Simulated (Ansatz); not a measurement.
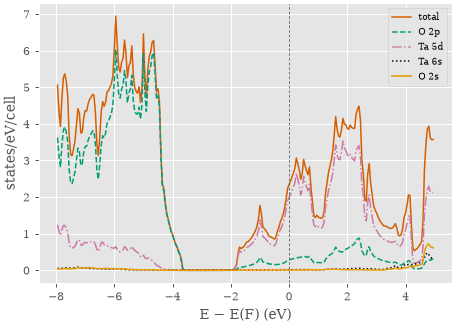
Total and projected density of states of TaO$_{2}$ (rutile, P4_2/mnm), r²SCAN in the plane-wave PAW code Ansatz

Q: Which orbitals carry the states next to the Fermi level?

A: Within 0.5 eV of the Fermi level: Ta 5d 85 %, O 2p 13 %. Projections are on Löwdin-orthogonalised atomic valence shells; empty p or d shells of many metals are not among them.

Q: Where is the tallest occupied peak in this window, and what makes it?

A: Near -5.9 eV, about 6.9 states/eV per cell; the largest projected share is O 2p.

The first step of the workflow began from a Materials Project structure, measured or hypothetical; the Crystallography Open Database copy checked does not list it. Its standing as an ambient phase is unchecked. The cell was relaxed with r²SCAN under the symmetry of its start; of distortions, only those at the zone centre were tested. No spin polarisation was allowed. Scalar-relativistic: spin–orbit coupling is off unless named, which matters more the heavier the elements.

Potentials: the later of the program's two PAW sets.
